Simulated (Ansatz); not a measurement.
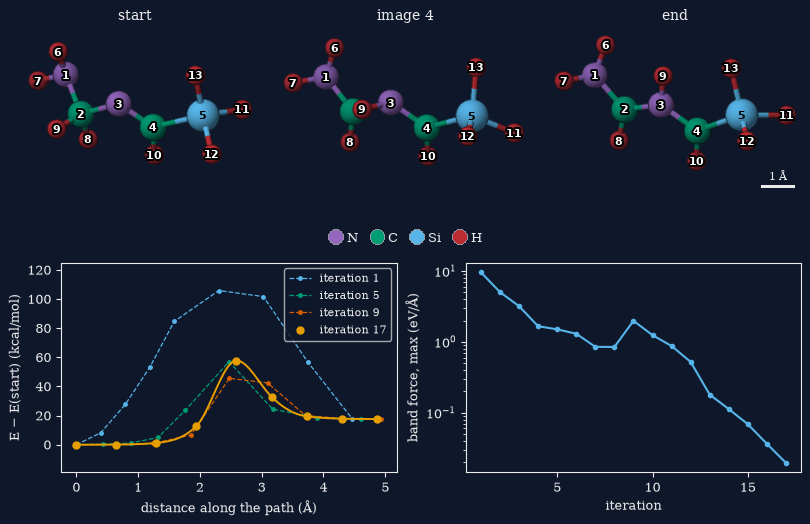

A search for the minimum-energy path of C$_{2}$H$_{8}$N$_{2}$Si by the nudged elastic band. Images are numbered from 0 (start) to 8 (end). The plot follows the band through its iterations. A ball-and-stick model, seen at a tilt.

Method: Ansatz 0.2.0, RKS PBE0-D4/def2-SVP. Set-up: 7 movable images; climbing image; force threshold 0.03 eV/Å; iteration limit 60; spring constant 0.5 eV/Å²; starting path through a guess of the saddle point.

**How did the profile develop, and is the result final?**

The run is converged, with reservations. The band converged in 17 iterations. The largest component of the band force went from 9.6 to 0.02 eV/Å. The climbing image converged on the top of the path. Its curvatures weren't checked. The first iteration put the highest image at 105.9 kcal/mol. The highest point, image 4, lies 57.8 kcal/mol above the start and 40.2 kcal/mol above the end; the end is at +17.6 kcal/mol relative to the start.
